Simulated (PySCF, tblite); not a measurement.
**C₈H₉O radical: geometry, infrared bands and EPR parameters**

Wanted: the infrared bands and EPR parameters of C₈H₉O radical (`COCc1cc[c]cc1`), by calculation.

The runs use tblite 0.8.0 and PySCF 2.14.0, with density-fitted response routines of our own; the level of theory stands in each step. All values are computed, except where a source is named. Atoms count from 0, in the outputs and in this text.

**1. The molecule as given**

18 atoms, charge 0, multiplicity 2; geometry from: force field or distance geometry start.

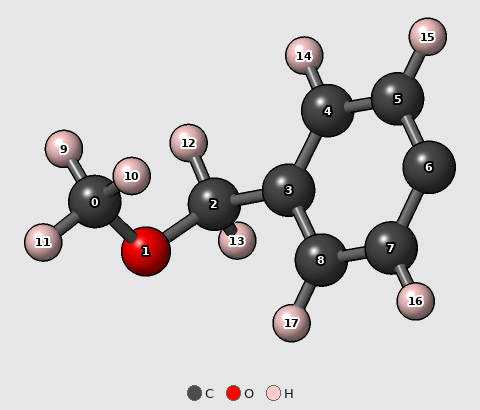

As it starts; carbon dark grey, oxygen red, hydrogen pink, atoms numbered; sticks join atoms by distance.

**2. Geometry optimisation with GFN2-xTB**

Job settings and geometry (Å):

```
{"job": {"kind": "relax", "xc": "GFN2-xTB", "basis": "xTB"}, "charge": 0, "multiplicity": 2}
C     -2.412800     0.159500     0.962600
O     -1.887600    -1.015300     0.375200
C     -1.105400    -0.758200    -0.786900
C      0.270600    -0.244600    -0.472600
C      0.814300     0.836200    -1.150800
C      2.100900     1.285500    -0.871800
C      2.865900     0.651000     0.103800
C      2.346200    -0.436300     0.801000
C      1.055800    -0.895800     0.512000
H     -3.091200     0.665400     0.260500
H     -1.629300     0.840400     1.281500
H     -3.008300    -0.126700     1.844900
H     -1.662900    -0.059400    -1.433200
H     -1.009900    -1.699900    -1.339500
H      0.235700     1.354500    -1.925900
H      2.523700     2.133200    -1.392600
H      2.939400    -0.932700     1.558900
H      0.646200    -1.750600     1.054500
```

On the command line:

```bash
$ OMP_NUM_THREADS=1 python probes_run.py task.json out
```

One launch serves the whole session: the jobs run in the order shown.

Output:

```text
step      E/eV     max force
  0    -698.09537    2.113
  1    -698.17352    0.619
  2    -698.19477    0.392
  3    -698.20659    0.220
  4    -698.21009    0.177
  5    -698.21456    0.160
  6    -698.21708    0.129
  7    -698.21909    0.087
  8    -698.21987    0.049
  9    -698.22015    0.038
 10    -698.22035    0.042
 11    -698.22066    0.054
 12    -698.22107    0.056
 13    -698.22148    0.049
 14    -698.22181    0.044
 15    -698.22209    0.049
 16    -698.22239    0.059
 17    -698.22273    0.057
 18    -698.22311    0.051
 19    -698.22355    0.055
 20    -698.22403    0.058
 21    -698.22449    0.055
 22    -698.22487    0.049
 23    -698.22519    0.048
 24    -698.22550    0.057
 25    -698.22580    0.042
 26    -698.22606    0.037
 27    -698.22630    0.042
 28    -698.22658    0.050
 29    -698.22692    0.055
 30    -698.22729    0.055
 31    -698.22764    0.046
 32    -698.22801    0.056
 33    -698.22845    0.066
 34    -698.22901    0.060
 35    -698.22958    0.050
 36    -698.23006    0.049
 37    -698.23044    0.062
 38    -698.23073    0.053
 39    -698.23095    0.036
 40    -698.23110    0.036
 41    -698.23123    0.033
 42    -698.23136    0.037
 43    -698.23148    0.031
 44    -698.23158    0.029
 45    -698.23166    0.026
 46    -698.23176    0.029
 47    -698.23184    0.024
 48    -698.23189    0.016
 49    -698.23192    0.014
 50    -698.23195    0.013
 51    -698.23197    0.010
 52    -698.23198    0.009
```

It took 0.35 s on 1 thread of Arm Neoverse V1, shared host.

Along the way: (not every step is listed)

| step | energy from step 0 (eV) | largest force (eV/Å) |
| --- | --- | --- |
| 0 | 0.0000 | 2.1129 |
| 1 | -0.0782 | 0.6194 |
| 2 | -0.0994 | 0.3919 |
| 3 | -0.1112 | 0.2196 |
| 4 | -0.1147 | 0.1769 |
| 5 | -0.1192 | 0.1602 |
| 6 | -0.1217 | 0.1290 |
| 7 | -0.1237 | 0.0866 |
| 8 | -0.1245 | 0.0493 |
| 11 | -0.1253 | 0.0540 |
| 14 | -0.1264 | 0.0445 |
| 17 | -0.1274 | 0.0572 |
| 20 | -0.1287 | 0.0577 |
| 23 | -0.1298 | 0.0478 |
| 26 | -0.1307 | 0.0369 |
| 29 | -0.1315 | 0.0548 |
| 32 | -0.1326 | 0.0561 |
| 35 | -0.1342 | 0.0503 |
| 38 | -0.1354 | 0.0527 |
| 41 | -0.1359 | 0.0329 |
| 44 | -0.1362 | 0.0292 |
| 47 | -0.1365 | 0.0239 |
| 48 | -0.1365 | 0.0155 |
| 49 | -0.1365 | 0.0145 |
| 50 | -0.1366 | 0.0130 |
| 51 | -0.1366 | 0.0103 |
| 52 | -0.1366 | 0.0088 |

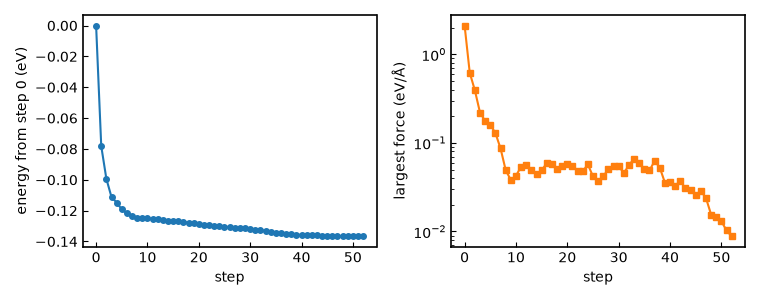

Energy and largest force along the relaxation.

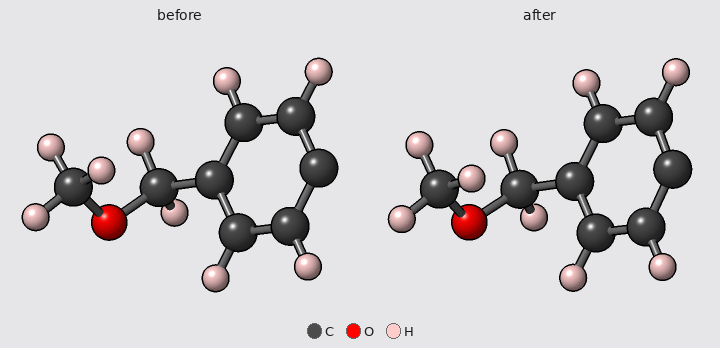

The geometry before (left) and after (right).

Distances of close pairs at the start and the end, largest changes first:

| bond | before (Å) | after (Å) | change (Å) |
| --- | --- | --- | --- |
| C5–C6 | 1.393 | 1.363 | -0.030 |
| C3–C8 | 1.418 | 1.389 | -0.029 |
| C6–C7 | 1.392 | 1.364 | -0.028 |
| C4–H14 | 1.097 | 1.081 | -0.016 |
| C0–H11 | 1.102 | 1.088 | -0.014 |
| O1–C2 | 1.424 | 1.410 | -0.014 |
| C8–H17 | 1.092 | 1.081 | -0.012 |
| C2–C3 | 1.502 | 1.513 | +0.011 |

The final coordinates are the input of the step that follows.

**3. Vibrational analysis with GFN2-xTB**

Job settings and geometry (Å):

```
{"job": {"kind": "ir", "xc": "GFN2-xTB", "basis": "xTB"}, "charge": 0, "multiplicity": 2}
C     -2.286739     0.161465     0.972080
O     -1.918763    -1.020521     0.306899
C     -1.119450    -0.793214    -0.832339
C      0.258298    -0.263366    -0.499431
C      0.781101     0.833192    -1.168615
C      2.051114     1.310355    -0.847708
C      2.731459     0.667470     0.142767
C      2.260791    -0.406682     0.839049
C      0.995627    -0.880489     0.503125
H     -2.880703     0.812622     0.318143
H     -1.408947     0.718057     1.320207
H     -2.888036    -0.138721     1.827583
H     -1.628182    -0.102700    -1.522530
H     -1.032675    -1.771016    -1.317354
H      0.208067     1.323795    -1.943485
H      2.460639     2.162401    -1.368758
H      2.832426    -0.881269     1.622016
H      0.575213    -1.725061     1.030029
```

Output:

```text
mode    cm-1     km/mol
  1      26.4      0.85
  2      88.8      1.94
  3     147.8      2.36
  4     216.7      5.21
  5     245.6      2.41
  6     332.2      0.05
  7     363.3      4.17
  8     414.0      4.38
  9     457.9      3.73
 10     560.4      3.55
 11     565.9     11.94
 12     643.8      6.12
 13     756.8     21.05
 14     795.2      3.68
 15     831.2      0.12
 16     891.0      0.11
 17     904.1      0.05
 18     944.1     21.17
 19     967.9      1.59
 20     990.7     11.61
 21    1083.8      5.55
 22    1102.9     77.14
 23    1114.1      3.53
 24    1134.7      5.65
 25    1145.6      8.77
 26    1167.8      1.17
 27    1206.7      3.43
 28    1231.8      4.00
 29    1256.1      8.54
 30    1270.7      1.26
 31    1317.0     20.27
 32    1404.3      0.90
 33    1406.9      0.65
 34    1429.7      1.00
 35    1452.0      0.25
 36    1470.3      4.01
 37    1491.1      3.09
 38    1535.9      1.12
 39    1606.0      3.21
 40    2859.4     54.45
 41    2898.6     57.70
 42    2925.9     33.55
 43    2944.6     34.23
 44    3032.0     19.23
 45    3056.4     27.91
 46    3071.7      7.53
 47    3078.2     40.20
 48    3081.5     22.76
```

Run time: 0.63 s. Hardware: 1 thread of Arm Neoverse V1, shared host.

The strongest bands and the atoms that carry them (share of the mass-weighted mode):

| cm⁻¹ | km/mol | atoms |
| --- | --- | --- |
| 1103 | 77.1 | O1 41 %, C0 23 %, C2 18 % |
| 2859 | 54.5 | H12 93 % |
| 2899 | 57.7 | H9 75 %, H10 17 % |
| 2926 | 33.5 | H10 75 %, H9 18 % |
| 2945 | 34.2 | H13 91 % |
| 3056 | 27.9 | H14 88 % |
| 3078 | 40.2 | H15 85 % |
| 3082 | 22.8 | H16 60 %, H17 30 % |

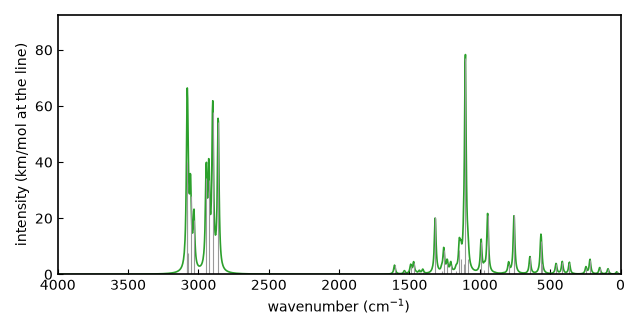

The infrared spectrum from these modes, unscaled. Lines are broadened to a width of 14 cm⁻¹ (Lorentzian).

**4. EPR parameters: B3LYP/pcH-1**

Settings changed since step 3:

```diff
@@ -1,2 +1,2 @@
-{"job": {"kind": "ir", "xc": "GFN2-xTB", "basis": "xTB"}, "charge": 0, "multiplicity": 2}
+{"job": {"kind": "epr", "basis": "pcH-1"}, "charge": 0, "multiplicity": 2}
 C     -2.286739     0.161465     0.972080
```

Level: UKS B3LYP, pcH-1 on C H O, non-relativistic, mean-field spin-orbit, GIAO.

Output:

```text
UKS, coarse grid
  cycle   1  E = -385.33134717  |g| = 4.58e-01
  cycle   2  E = -385.24560356  |g| = 6.79e-01
  cycle   3  E = -385.41451657  |g| = 8.73e-02
  cycle   4  E = -385.41707710  |g| = 3.72e-02
  cycle   5  E = -385.41772229  |g| = 1.19e-02
  cycle   6  E = -385.41778870  |g| = 6.51e-03
  cycle   7  E = -385.41781814  |g| = 1.69e-03
  cycle   8  E = -385.41782444  |g| = 1.11e-03
  cycle   9  E = -385.41782678  |g| = 4.97e-04
UKS, final grid
  cycle   1  E = -385.41781788  |g| = 4.68e-04
  cycle   2  E = -385.41781805  |g| = 5.83e-04
  cycle   3  E = -385.41781825  |g| = 1.67e-04
  cycle   4  E = -385.41781834  |g| = 1.81e-04
  cycle   5  E = -385.41781839  |g| = 4.48e-05
  cycle   6  E = -385.41781839  |g| = 6.13e-06
E = -385.41781839 Eh   <S^2> = 0.7569 (exact 0.7500)
g shifts (ppm)      1          2          3
  rmc          -163       -163       -163
  gc             29         10        -50
  oz_so        -650        -28        967
  total        -784       -180        755
hyperfine (MHz)  atom isotope    a_iso     a_fc   dipolar eigenvalues
    0   13C      -0.02      -0.02     -0.17     -0.09      0.25
    1   17O       0.63       0.63     -0.29     -0.01      0.30
    2   13C       4.39       4.39     -0.35     -0.26      0.61
    3   13C      -7.32      -7.32     -6.39      2.31      4.08
    4   13C      49.05      49.05     -6.31     -2.21      8.52
    5   13C      15.54      15.54    -14.02     -2.25     16.27
    6   13C     401.39     401.39    -79.19    -62.56    141.75
    7   13C      15.51      15.51    -13.77     -2.45     16.21
    8   13C      49.05      49.05     -6.40     -2.10      8.50
    9    1H       0.07       0.07     -0.41     -0.36      0.77
   10    1H       0.02       0.02     -0.87     -0.67      1.54
   11    1H       0.04       0.04     -0.36     -0.32      0.68
   12    1H      -0.64      -0.64     -0.83     -0.50      1.32
   13    1H      -3.44      -3.44     -0.76     -0.45      1.21
   14    1H      14.21      14.21     -3.10     -2.25      5.35
   15    1H      56.54      56.54     -6.90     -5.71     12.62
   16    1H      55.13      55.13     -6.92     -5.72     12.64
   17    1H      15.48      15.48     -3.09     -2.30      5.38
```

Wall time 2 min (1 thread of Arm Neoverse V1, shared host); peak memory 1.1 GiB.

Principal g values 2.00154, 2.00214, 2.00307; g(iso) = 2.00225, against 2.00232 for a free electron.

Mean a(iso) over the nuclei that a row names, and the largest dipolar term of the row (other rows stand at the frozen geometry):

| nuclei | isotope | a(iso) (MHz) | a(iso) (G, at g = 2.0023) | largest dipolar term (MHz) |
| --- | --- | --- | --- | --- |
| C6 | 13C | 401.4 | 143.2 | 141.7 |
| H15, H16 | 1H | 55.8 | 19.9 | 12.6 |
| C4, C8 | 13C | 49.0 | 17.5 | 8.5 |
| C5, C7 | 13C | 15.5 | 5.5 | 16.3 |
| H14, H17 | 1H | 14.8 | 5.3 | 5.4 |
| C3 | 13C | -7.3 | -2.6 | -6.4 |
| C2 | 13C | 4.4 | 1.6 | 0.6 |
| H12, H13 | 1H | -2.0 | -0.7 | 1.3 |
| O1 | 17O | 0.6 | 0.2 | 0.3 |
| H9, H10, H11 | 1H | 0.0 | 0.0 | 1.5 |
| C0 | 13C | 0.0 | 0.0 | 0.3 |

Mulliken spin populations:

C0 0.00; O1 0.00; C2 0.00; C3 -0.04; C4 0.06; C5 -0.07; C6 1.01; C7 -0.07; C8 0.06; H9 0.00; H10 0.00; H11 0.00; H12 0.00; H13 0.00; H14 0.01; H15 0.02; H16 0.02; H17 0.01

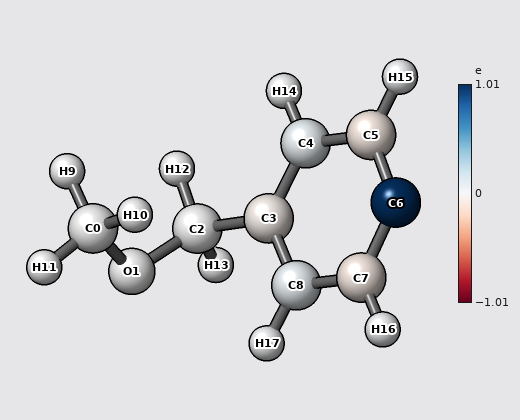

Mulliken spin populations, as colours on the atoms.

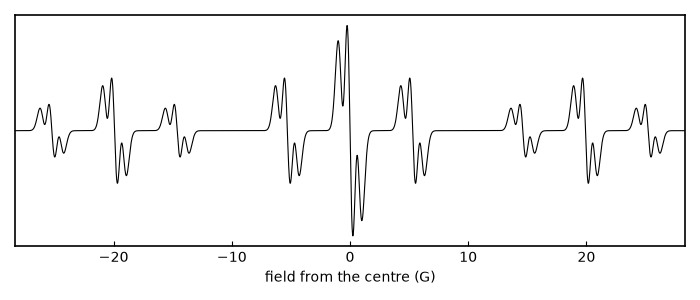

First-order isotropic spectrum (first derivative, main isotopes with spin only, couplings over 0.8 MHz, Gaussian width 0.3 G; couplings of the frozen geometry, rotation of groups not averaged beyond the rows shown).

The fields below are evaluated on a grid from the run's orbitals.

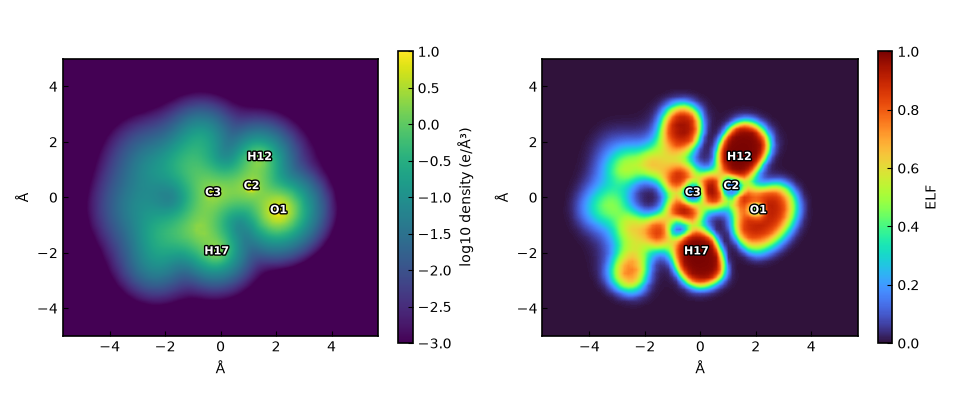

Density (left) and ELF (right) in a plane through or near 5 of the atoms.

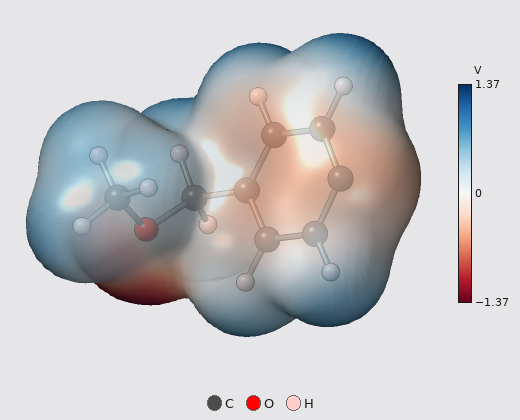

The potential that a unit positive charge feels on the 0.002 e/bohr³ surface, from -1.37 V near O1 to 0.97 V near H14.

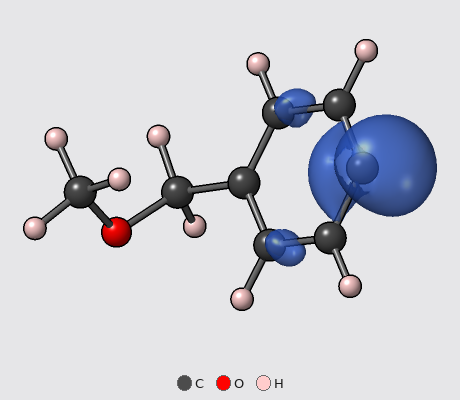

Spin density at ±0.05 e/Å³ (alpha excess blue, beta excess red).

**5. Results**

```
                                 quantity                 value
strongest single infrared mode (GFN2-xTB)  1103 cm⁻¹, 77 km/mol
             zero-point energy (GFN2-xTB)         89.9 kcal/mol
                           g(iso) (B3LYP)               2.00225
                                     ⟨S²⟩    0.757 (exact 0.75)
       largest a(iso) (averaged by class)  13C on C6, 401.4 MHz
    surface potential, least and greatest    -1.37 V and 0.97 V
```

In words: The optimisation took 52 steps and gained 0.137 eV; among the close pairs (by a distance rule), C5–C6 changed most, from 1.393 to 1.363 Å. No mode is imaginary among the 48: a minimum at this level. The strongest single mode, at 1103 cm⁻¹, is spread over several atoms, O1, C0, C2 among them. Unscaled tight-binding wavenumbers are off by several per cent, some by more. Its intensities can rank the bands wrongly. C6 carries the largest spin population, 1.01 e. The isotropic g lies 0.1 ppt below the free-electron value.
